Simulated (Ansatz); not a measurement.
CH8OSSi2: several calculations on one system

**1. Relaxation**

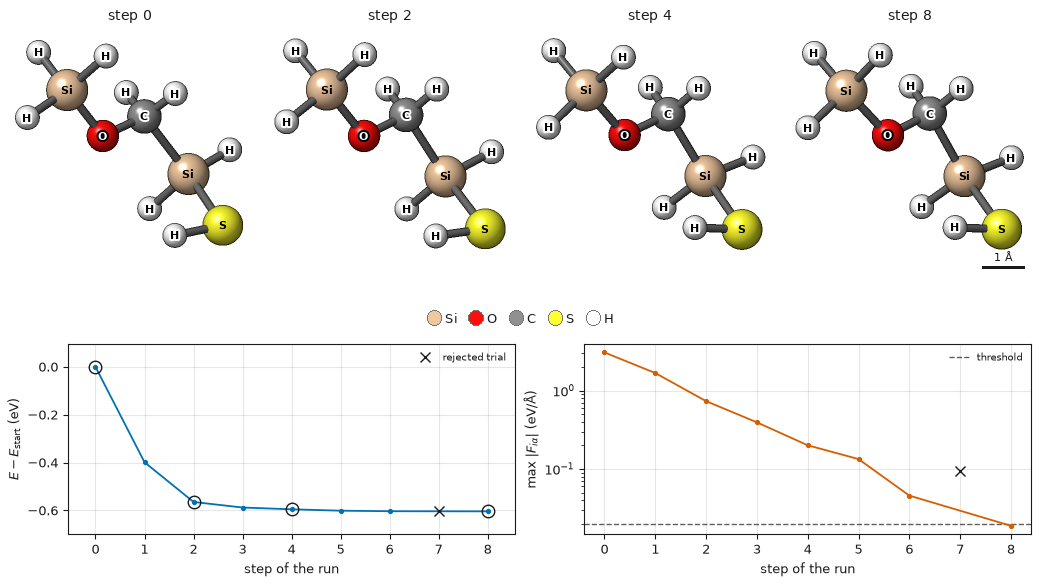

Frames of a relaxation of CH₈OSSi₂, marked on the history of the run. Style: ball-and-stick. Shown from a free direction.

The run prepares an end point of a later path (hydrogen shift) calculation, from a guessed geometry.

Method: RKS revPBE/cc-pVDZ (Ansatz). Set-up: no spin polarisation; force threshold 0.02 eV/Å; at most 50 steps.

> What happens along the run?

An H atom moves most after the best rigid fit: 0.26 Å. Largest moves by element: H 0.26 Å, C 0.16 Å, O 0.13 Å, Si 0.11 Å, S 0.10 Å. Near-neighbour distances that change, for instance: O–Si 1.609 → 1.719 Å, H–Si 1.405 → 1.510 Å, H–Si 1.450 → 1.514 Å, S–Si 2.120 → 2.183 Å. Bond angles that change, for instance: O–C–Si 116.0° → 106.9°, Si–C–H 103.0° → 110.1°, Si–S–H 98.3° → 92.0°. Over 7 accepted moves (8 points after the start) the energy falls by 0.604 eV. Largest force component: 3.1 eV/Å at the start, 0.019 eV/Å at the end. The line search rejected the trial step at point 7 of the run. The run took 24 s on 2 threads of Intel(R) Xeon(R) Platinum 8488C (Sapphire Rapids), on a shared host, peak memory 0.2 GiB. From step 0 to 2: an H atom moves most (0.12 Å), energy −0.564 eV. From step 2 to 4: an H atom moves most (0.22 Å), energy −0.031 eV. From step 4 to 8: the O atom moves most (0.12 Å), energy −0.009 eV.

**2. Relaxation**

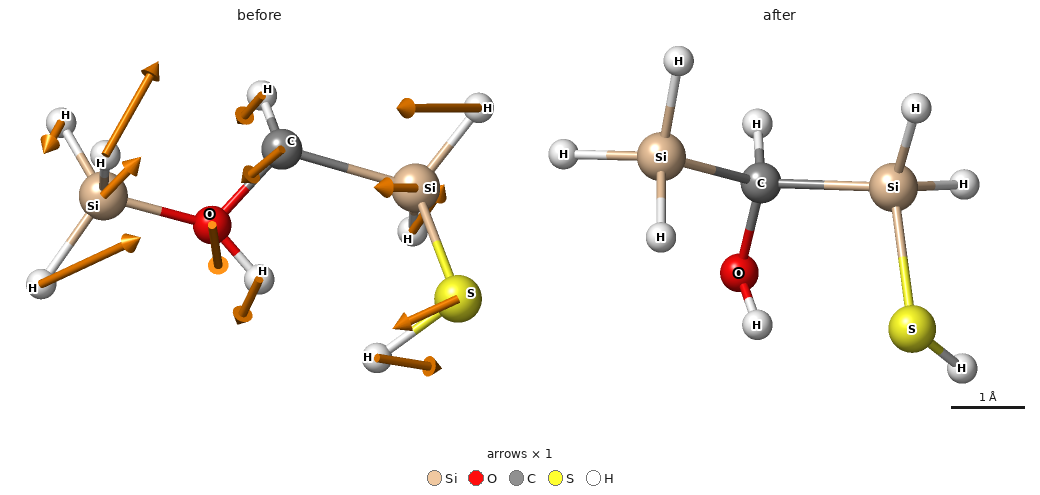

The structure of CH₈OSSi₂ before (left) and after (right) a relaxation, at one scale. The orange arrows give the displacements, at their true length.

Style: ball-and-stick. Shown at a tilt.

The run prepares an end point of a later path (hydrogen shift) calculation, from a guessed geometry.

Level of theory: RKS revPBE/cc-pVDZ (Ansatz).

The input:
```yaml
crystal:
  periodic: [false, false, false]
  atoms:
    - { symbol: Si, position_ang: [-2.2368, 0.0851, -0.5649] }
    - { symbol: O, position_ang: [-0.8555, -0.0671, 0.2464] }
    - { symbol: C, position_ang: [0.324, -0.2437, -0.5198] }
    - { symbol: Si, position_ang: [2.0107, -0.3936, 0.5071] }
    - { symbol: S, position_ang: [2.1456, 1.3362, 1.7257] }
    - { symbol: H, position_ang: [-2.5171, -1.0544, -1.4172] }
    - { symbol: H, position_ang: [-2.1502, 1.3235, -1.4482] }
    - { symbol: H, position_ang: [-3.3554, 0.3173, 0.3845] }
    - { symbol: H, position_ang: [-0.40419, 0.18377, 1.09108] }
    - { symbol: H, position_ang: [0.2707, -1.1537, -1.0901] }
    - { symbol: H, position_ang: [3.1116, -0.5068, -0.3582] }
    - { symbol: H, position_ang: [1.9011, -1.5897, 1.4108] }
    - { symbol: H, position_ang: [0.8767, 1.2889, 2.2827] }
basis:
  gaussian: { orbitals: cc-pVDZ }
hamiltonian:
  xc: revpbe
relax:
  f_tol: 0.02
  max_steps: 50
output:
  orbitals: {}
```

Launched with:
```bash
ansatz run input.yaml --threads 2 --pin off --max-ram 3072MiB --backend cpu --events-out ev --progress --plain --runs-dir out
```

### Describe what moved and what it gained.

After 27 accepted moves (30 points after the start) the energy has fallen by 437.0 kJ/mol. Largest force component: 5.3 eV/Å at the start, 0.02 eV/Å at the end. The line search rejected the trial steps at points 13, 17, 26 of the run. The largest move after the best rigid fit is that of H8, 1.94 Å. By element the largest moves are H 1.94 Å, O 1.52 Å, S 1.01 Å, C 0.96 Å, Si 0.79 Å. Near-neighbour distances that change, for instance: Si1–O2 1.609 → 2.794 Å, Si1–Si4 4.407 → 3.296 Å, Si1–C3 2.582 → 1.937 Å, Si4–H11 1.405 → 1.510 Å. New bonds form, among them: Si1–C3 (2.58 → 1.94 Å). Bonds break, among them: Si1–O2 (1.61 → 2.79 Å). Among the angles between lasting bonds that change: C3–O2–H9 96.5° → 104.9°, O2–C3–Si4 116.0° → 108.9°, Si4–S5–H13 98.3° → 93.6°. Groups turn about Si4–S5 by about 55°, O2–C3 by about 35°. Cost: 77 s on 2 threads of Intel(R) Xeon(R) Platinum 8488C (Sapphire Rapids), with other jobs on the host, peak memory 0.2 GiB.

**3. Path**

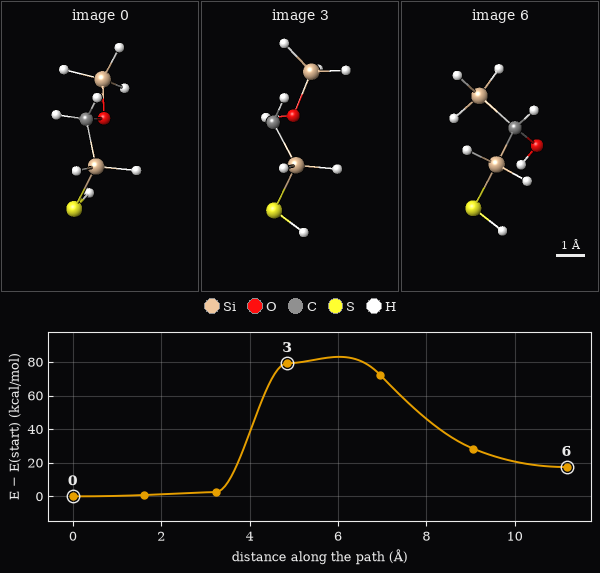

NEB run on CH8OSSi2. Images are numbered from 0 (start) to 6 (end). Style: ball-and-stick. Shown from a free direction.

These are results of RKS revPBE/cc-pVDZ (Ansatz), not measurements. Set-up: 5 movable images; climbing image; force threshold 0.05 eV/Å; iteration limit 60; starting path through a guess of the saddle point.

Q: Read off the barrier and say what moves.

A: Breaking: C–H (1.12 → 1.96 Å), O–Si (1.72 → 2.79 Å). Forming: H–O (2.13 → 0.98 Å), C–Si (2.75 → 1.94 Å). The energy climbs by 79.3 kcal/mol to image 3 and then falls by 61.8 kcal/mol, so the end point sits at +17.5 kcal/mol. The band converged in 37 iterations. The largest component of the band force went from 26 to 0.035 eV/Å. The climbing image converged on the top of the path. Its vibrational analysis gives one imaginary mode (639i cm⁻¹), as a transition state must have.
